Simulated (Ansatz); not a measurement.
# B2H (quartet): one geometry, many settings at angle B2–B1–H3 = 89.2°

What do other methods and options give for B2H (quartet) at this geometry, and how long do they take?

Method: the settings change from run to run; program: Ansatz 0.2.0, Gaussian basis.

9 further runs of the same task are left out: 1 for a mislabelled method, 6 that didn't finish, 2 set aside as unsound or not needed.

### Step 1. The system

The geometry derives from a PBE0/def2-TZVP stationary point (not a proven minimum). One angle is set to the value named; bond lengths are kept.

3 atoms, charge 0, spin multiplicity 4.

Atoms are counted from 1 here; the program's logs count them from 0.

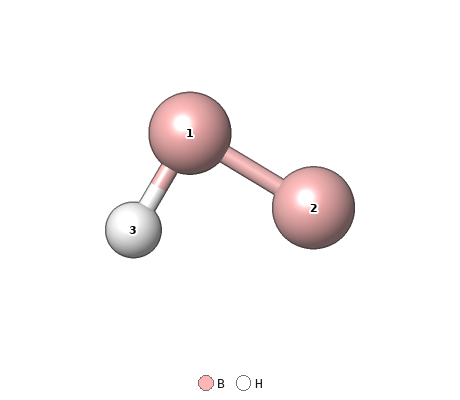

The structure; boron pink, hydrogen white; atoms are numbered from 1 in the order of the file.

### Step 2. CCSD(T)/6-31G

Contents of in.yaml:

```yaml
crystal:
  periodic: [false, false, false]
  atoms:
    - {symbol: B, position_ang: [-0.554549, 0.000000, 0.473163]}
    - {symbol: B, position_ang: [0.528034, 0.000000, -0.594410]}
    - {symbol: H, position_ang: [0.284393, 0.000000, 1.300473]}
basis:
  gaussian: {orbitals: 6-31G}
magnetization: {spin_polarized: true, initial_magnetization: 3}
hamiltonian: {xc: {name: PBE0}}
correlation: {method: ccsd_t, electrons: valence}
output: {forces: true}
```

Launch:

```console
> ansatz run in.yaml --threads 1 --pin off --events-out ev --progress --plain --max-ram 2393MiB
```

Log, cut to the lines that bear on the results:

```text
Functional definition: PBE0
  name "PBE0"
  cite "Adamo & Barone, J. Chem. Phys. 110, 6158 (1999) doi:10.1063/1.478522"
  cite "Perdew, Burke & Ernzerhof, Phys. Rev. Lett. 77, 3865 (1996) doi:10.1103/PhysRevLett.77.3865"
  parent pbe
[...]
284 factors; integrals over basis functions are off by at most 2.5e-4 eV
[...]
mean field -1359.37840295 eV, -49.9562348887 hartree, gradient 3.6e-6 eV, S^2 3.757694; 0 other end points of the search recorded, 0 dependent functions left out
2 core orbitals not correlated: weight in the atoms' cores, before any rotation towards them, 1.000 or more for the frozen orbitals, at most 0.000 for the correlated occupied ones
reference -1352.81527988 eV, -49.7150445646 hartree; 5, 2 occupied and 13, 16 virtual orbitals, 284 factors
second order -1.92111869 eV of doubles, -0.10339541 eV of singles
cycle   1  -2.32106558 eV  change   -3.0e-1 eV  update   5.2e-2
[...]
cycle  13  -2.49926144 eV  change   -1.3e-7 eV  update   1.5e-6
perturbative correction -0.07640465 eV, -0.0028078191 hartree
[...]
Total energy: -1355.39094598 eV, -49.8096985476 hartree
Atom 0 at    -0.554549     0.000000     0.473163 Å, force    -1.099534    -0.000000     0.305827 eV/Å
Atom 1 at     0.528034     0.000000    -0.594410 Å, force     0.886699    -0.000000    -2.109513 eV/Å
Atom 2 at     0.284393     0.000000     1.300473 Å, force     0.212835     0.000000     1.803686 eV/Å
Dipole moment:     0.131786     0.000000    -0.035466 e Å
```

Run time: 1.1 s. Hardware: 1 thread of Arm Neoverse V1, shared host.

From the report: ⟨S²⟩ of the determinant 3.758 (pure quartet: 3.75); correlation -2.5757 eV; T1 0.013; largest double amplitude 0.05. The orbitals are Kohn-Sham ones, so correlation energy and T1 don't compare with those on Hartree-Fock orbitals.

### Step 3. CASSCF(5,6)/cc-pVDZ

Contents of in.yaml:

```yaml
crystal:
  periodic: [false, false, false]
  atoms:
    - {symbol: B, position_ang: [-0.554549, 0.000000, 0.473163]}
    - {symbol: B, position_ang: [0.528034, 0.000000, -0.594410]}
    - {symbol: H, position_ang: [0.284393, 0.000000, 1.300473]}
basis:
  gaussian: {orbitals: cc-pVDZ}
magnetization: {spin_polarized: false, initial_magnetization: 3}
correlation: {active_space: {window: {electrons: 5, orbitals: 6}, states: [{multiplicity: 4, weights: [0.5, 0.5]}, {multiplicity: 6, weights: [1]}]}}
output: {forces: true}
```

Same command.

Log, cut to the lines that bear on the results:

```text
Functional definition: HF
  name "HF"
  cite "Fock, Z. Phys. 61, 126 (1930) doi:10.1007/BF01340294"
  parent pbe
[...]
605 factors; integrals over basis functions are off by at most 2.3e-7 eV
[...]
mean field -1353.49022456 eV, -49.7398483240 hartree, gradient 3.2e-6 eV, S^2 3.750000; 0 other end points of the search recorded, 0 dependent functions left out
reference -1353.49022456 eV, -49.7398483240 hartree; 7, 4 occupied and 26, 29 virtual orbitals, 605 factors
state -1353.88673963 eV, -49.7544199841 hartree
state -1350.78181189 eV, -49.6403159940 hartree
state -1349.32504175 eV, -49.5867806789 hartree
[...]
Total energy: -1350.82965875 eV, -49.6420743340 hartree
Atom 0 at    -0.554549     0.000000     0.473163 Å, force    -3.582457    -0.000000     2.633820 eV/Å
Atom 1 at     0.528034     0.000000    -0.594410 Å, force     3.262615     0.000000    -4.140720 eV/Å
Atom 2 at     0.284393     0.000000     1.300473 Å, force     0.319842    -0.000000     1.506900 eV/Å
Dipole moment:    -0.009183     0.000000     0.148963 e Å
```

Run time: 0.69 s. Hardware: 1 thread of Arm Neoverse V1, shared host.

From the report: 90 determinants; active occupations (of the averaged states) 1.48, 1.00, 1.00, 0.76, 0.75, 0.01.

### Step 4. MRCISD+Q(relaxed)(7,8)/6-31G

Contents of in.yaml:

```yaml
crystal:
  periodic: [false, false, false]
  atoms:
    - {symbol: B, position_ang: [-0.554549, 0.000000, 0.473163]}
    - {symbol: B, position_ang: [0.528034, 0.000000, -0.594410]}
    - {symbol: H, position_ang: [0.284393, 0.000000, 1.300473]}
basis:
  gaussian: {orbitals: 6-31G}
magnetization: {spin_polarized: false, initial_magnetization: 3}
correlation: {method: fic_mrcisd_q_relaxed, electrons: all, active_space: {window: {electrons: 7, orbitals: 8}}}
scf: {lower_state_search: off}
```

Launched as before.

Log, cut to the lines that bear on the results:

```text
Functional definition: HF
  name "HF"
  cite "Fock, Z. Phys. 61, 126 (1930) doi:10.1007/BF01340294"
  parent pbe
[...]
284 factors; integrals over basis functions are off by at most 2.5e-4 eV
[...]
mean field -1352.94087543 eV, -49.7196601159 hartree, gradient 2.1e-6 eV, S^2 3.750000; 0 other end points of the search recorded, 0 dependent functions left out
reference -1352.94087543 eV, -49.7196601159 hartree; 7, 4 occupied and 13, 16 virtual orbitals, 284 factors
state -1354.25060355 eV, -49.7677917363 hartree
contracted CI cycle   1: correlation 0.00000000 eV, 0.0000000000 hartree, residual 8.66e0 eV
contracted CI cycle   2: correlation -1.14897993 eV, -0.0422242337 hartree, residual 1.99e0 eV
contracted CI cycle   3: correlation -1.21276735 eV, -0.0445683781 hartree, residual 7.35e-1 eV
contracted CI cycle   4: correlation -1.22262526 eV, -0.0449306498 hartree, residual 2.95e-1 eV
contracted CI cycle   5: correlation -1.22444843 eV, -0.0449976497 hartree, residual 1.39e-1 eV
contracted CI cycle   6: correlation -1.22487877 eV, -0.0450134645 hartree, residual 6.76e-2 eV
contracted CI cycle   7: correlation -1.22499024 eV, -0.0450175611 hartree, residual 3.78e-2 eV
contracted CI cycle   8: correlation -1.22502633 eV, -0.0450188873 hartree, residual 2.02e-2 eV
contracted CI cycle   9: correlation -1.22503531 eV, -0.0450192174 hartree, residual 9.85e-3 eV
contracted CI cycle  10: correlation -1.22503747 eV, -0.0450192967 hartree, residual 5.15e-3 eV
contracted CI cycle  11: correlation -1.22503804 eV, -0.0450193176 hartree, residual 2.56e-3 eV
contracted CI cycle  12: correlation -1.22503818 eV, -0.0450193227 hartree, residual 1.19e-3 eV
state -1354.25060355 eV, -49.7677917363 hartree; corrected -1355.50994497 eV, -49.8140716799 hartree
Total energy: -1355.50994497 eV, -49.8140716799 hartree
Checks for a lower state left out: stability, starts, cluster_reference, orbital_swaps, neighbouring_geometries, increment
```

It took 3.2 s on 1 thread of Arm Neoverse V1, shared host.

From the report: 792 determinants; active occupations 1.98, 1.95, 1.00, 1.00, 0.99, 0.04, 0.03, 0.02.

### Step 5. MRCISD+Q(5,6)/6-31G

Changes to in.yaml since step 4:

```diff
@@ -9,3 +9,3 @@
 magnetization: {spin_polarized: false, initial_magnetization: 3}
-correlation: {method: fic_mrcisd_q_relaxed, electrons: all, active_space: {window: {electrons: 7, orbitals: 8}}}
-scf: {lower_state_search: off}
+correlation: {method: fic_mrcisd_q, electrons: outside_noble_gas, active_space: {window: {electrons: 5, orbitals: 6}}}
+scf: {lower_state_search: full}
```

The command is unchanged.

Log, cut to the lines that bear on the results:

```text
Functional definition: HF
  name "HF"
  cite "Fock, Z. Phys. 61, 126 (1930) doi:10.1007/BF01340294"
  parent pbe
[...]
284 factors; integrals over basis functions are off by at most 2.5e-4 eV
[...]
mean field -1352.94087543 eV, -49.7196601159 hartree, gradient 2.1e-6 eV, S^2 3.750000; 6 other end points of the search recorded, 0 dependent functions left out
reference -1352.94087543 eV, -49.7196601159 hartree; 7, 4 occupied and 13, 16 virtual orbitals, 284 factors
state -1353.63238133 eV, -49.7450724890 hartree
contracted CI cycle   1: correlation 0.00000000 eV, 0.0000000000 hartree, residual 8.52e0 eV
contracted CI cycle   2: correlation -1.54629448 eV, -0.0568252739 hartree, residual 2.10e0 eV
contracted CI cycle   3: correlation -1.65809934 eV, -0.0609340269 hartree, residual 7.45e-1 eV
contracted CI cycle   4: correlation -1.67319258 eV, -0.0614886932 hartree, residual 2.73e-1 eV
[...]
contracted CI cycle   5: correlation -1.78547638 eV, -0.0656150467 hartree, residual 1.99e-1 eV
contracted CI cycle   6: correlation -1.78640474 eV, -0.0656491632 hartree, residual 7.37e-2 eV
contracted CI cycle   7: correlation -1.78653413 eV, -0.0656539183 hartree, residual 2.71e-2 eV
contracted CI cycle   8: correlation -1.78655083 eV, -0.0656545321 hartree, residual 1.27e-2 eV
contracted CI cycle   9: correlation -1.78655414 eV, -0.0656546538 hartree, residual 4.96e-3 eV
contracted CI cycle  10: correlation -1.78655473 eV, -0.0656546754 hartree, residual 1.92e-3 eV
contracted CI cycle  11: correlation -1.78655482 eV, -0.0656546787 hartree, residual 7.83e-4 eV
state -1353.49654326 eV, -49.7400805319 hartree; corrected -1355.39392027 eV, -49.8098078510 hartree
state -1353.49654326 eV, -49.7400805319 hartree; corrected -1355.39392027 eV, -49.8098078510 hartree
WARN: the results are in doubt because another end's mean lies 0.136 eV lower, and its corrected mean 0.001 eV higher
Total energy: -1355.39392027 eV, -49.8098078510 hartree
In doubt: another end's mean lies 0.136 eV lower, and its corrected mean 0.001 eV higher
```

Run time: 1.4 s. Hardware: 1 thread of Arm Neoverse V1, shared host.

From the report: 55 determinants; active occupations 1.97, 1.00, 1.00, 1.00, 0.02, 0.01. The program marks this result as in doubt; its last lines say why.

### Step 6. CCSDT(Q) on ROHF/6-31G

Changes to in.yaml since step 5:

```diff
@@ -9,3 +9,3 @@
 magnetization: {spin_polarized: false, initial_magnetization: 3}
-correlation: {method: fic_mrcisd_q, electrons: outside_noble_gas, active_space: {window: {electrons: 5, orbitals: 6}}}
-scf: {lower_state_search: full}
+correlation: {method: ccsdt_q, electrons: valence}
+output: {forces: true}
```

The command is unchanged.

Log, cut to the lines that bear on the results:

```text
Functional definition: HF
  name "HF"
  cite "Fock, Z. Phys. 61, 126 (1930) doi:10.1007/BF01340294"
  parent pbe
[...]
457 factors; integrals over basis functions are off by at most 9.3e-8 eV
[...]
mean field -1352.94093190 eV, -49.7196621909 hartree, gradient 2.1e-6 eV, S^2 3.750000; 2 other end points of the search recorded, 0 dependent functions left out
determinant -1352.94093190 eV, -49.7196621909 hartree, with singles and doubles -1355.34851006 eV, -49.8081390566 hartree
determinant -1350.11406136 eV, -49.6157766148 hartree, with singles and doubles -1351.92545437 eV, -49.6823440801 hartree
2 core orbitals not correlated: weight in the atoms' cores, before any rotation towards them, 1.000 or more for the frozen orbitals, at most 0.000 for the correlated occupied ones
reference -1352.94093190 eV, -49.7196621909 hartree; 5, 2 occupied and 13, 16 virtual orbitals, 457 factors
second order -1.70518380 eV of doubles, -0.04158755 eV of singles
cycle   1  -2.11469288 eV  change   -3.7e-1 eV  update   7.0e-2
[...]
cycle  17  -2.50091201 eV  change   -5.8e-7 eV  update   3.7e-7
perturbative correction -0.00331492 eV, -0.0001218211 hartree
[...]
Total energy: -1355.44515882 eV, -49.8116908330 hartree
Atom 0 at    -0.554549     0.000000     0.473163 Å, force    -1.133111     0.000000     0.324715 eV/Å
Atom 1 at     0.528034     0.000000    -0.594410 Å, force     0.912839     0.000000    -2.133763 eV/Å
Atom 2 at     0.284393     0.000000     1.300473 Å, force     0.220272    -0.000000     1.809048 eV/Å
Dipole moment:     0.129866    -0.000000    -0.033242 e Å
```

It took 7.5 s on 1 thread of Arm Neoverse V1, shared host.

From the report: correlation -2.5042 eV; T1 0.045; largest double amplitude 0.07.

### Step 7. CCSD/aug-cc-pVDZ

Contents of in.yaml:

```yaml
crystal:
  periodic: [false, false, false]
  atoms:
    - {symbol: B, position_ang: [-0.554549, 0.000000, 0.473163]}
    - {symbol: B, position_ang: [0.528034, 0.000000, -0.594410]}
    - {symbol: H, position_ang: [0.284393, 0.000000, 1.300473]}
basis:
  gaussian: {orbitals: aug-cc-pVDZ}
magnetization: {spin_polarized: true, initial_magnetization: 3}
hamiltonian: {xc: {name: r2SCAN}}
correlation: {method: ccsd, electrons: outside_noble_gas, diis_vectors: 1}
scf: {lower_state_search: off}
output: {forces: true}
```

Same command.

Log, cut to the lines that bear on the results:

```text
Functional definition: r2SCAN
  name "r2SCAN"
  cite "Furness, Kaplan, Ning, Perdew & Sun, J. Phys. Chem. Lett. 11, 8208 (2020) doi:10.1021/acs.jpclett.0c02405"
  cite "Furness, Kaplan, Ning, Perdew & Sun, J. Phys. Chem. Lett. 11, 9248 (2020) doi:10.1021/acs.jpclett.0c03077"
  parent r2scan
[...]
543 factors; integrals over basis functions are off by at most 8.9e-4 eV
[...]
mean field -1361.12511754 eV, -50.0204254658 hartree, gradient 4.5e-6 eV, S^2 3.763216; 0 other end points of the search recorded, 0 dependent functions left out
2 core orbitals not correlated: weight in the atoms' cores, before any rotation towards them, 1.000 or more for the frozen orbitals, at most 0.000 for the correlated occupied ones
reference -1353.37790499 eV, -49.7357206560 hartree; 5, 2 occupied and 48, 51 virtual orbitals, 543 factors
second order -3.03675173 eV of doubles, -0.13310086 eV of singles
cycle   1  -3.55159057 eV  change   -3.8e-1 eV  update   5.4e-2
[...]
cycle  18  -3.73435130 eV  change   -1.3e-6 eV  update   2.0e-6
[...]
Total energy: -1357.11225630 eV, -49.8729555351 hartree
Atom 0 at    -0.554549     0.000000     0.473163 Å, force    -1.250633    -0.000000     0.346170 eV/Å
Atom 1 at     0.528034     0.000000    -0.594410 Å, force     0.943519     0.000000    -1.899433 eV/Å
Atom 2 at     0.284393     0.000000     1.300473 Å, force     0.307114     0.000000     1.553263 eV/Å
Dipole moment:     0.111702     0.000000    -0.031588 e Å
Checks for a lower state left out: starts, cluster_reference, orbital_swaps, neighbouring_geometries, increment
```

Wall time 7 s (1 thread of Arm Neoverse V1, shared host).

From the report: ⟨S²⟩ of the determinant 3.763 (pure quartet: 3.75); correlation -3.7344 eV; T1 0.020; largest double amplitude 0.03. The orbitals are Kohn-Sham ones, so correlation energy and T1 don't compare with those on Hartree-Fock orbitals.

### Step 8. All runs side by side

Where basis and cores are those of an earlier FCI/6-31G run (-1355.4461 eV), and the state is the same kind, the miss against it is given. † marks a result that the program doubts.

| level | correlated | functions | energy (eV) | from FCI (meV) | time |
| --- | --- | --- | --- | --- | --- |
| CCSD(T)/6-31G (on PBE0 orbitals) | valence | 20 | -1355.3909 | 55.1 | 1.1 s |
| CASSCF(5,6)/cc-pVDZ (mean of several states) |  | 33 | -1350.8297 |  | 0.69 s |
| MRCISD+Q(relaxed)(7,8)/6-31G | all | 20 | -1355.5099 |  | 3.2 s |
| MRCISD+Q(5,6)/6-31G † | outside noble gas | 20 | -1355.3939 | 52.2 | 1.4 s |
| CCSDT(Q) on ROHF/6-31G | valence | 20 | -1355.4452 | 0.9 | 7.5 s |
| CCSD/aug-cc-pVDZ (on r2SCAN orbitals) | outside noble gas | 55 | -1357.1123 |  | 7 s |

### Step 9. Results

| quantity | value |
| --- | --- |
| runs | 6 |
| quickest | CASSCF(5,6)/cc-pVDZ (mean of several states), 0.69 s |
| slowest | CCSDT(Q) on ROHF/6-31G, 7.5 s |

In words: Total energies in different bases, with other cores or another treatment of relativity can't be set against each other. CCSDT(Q) on ROHF/6-31G took 11 times as long as CASSCF(5,6)/cc-pVDZ (mean of several states); the jobs differ in more than the method. Among the correlated runs with a miss given, it spans +1 to +55 meV. Cores frozen from Kohn-Sham orbitals shift the total energy.
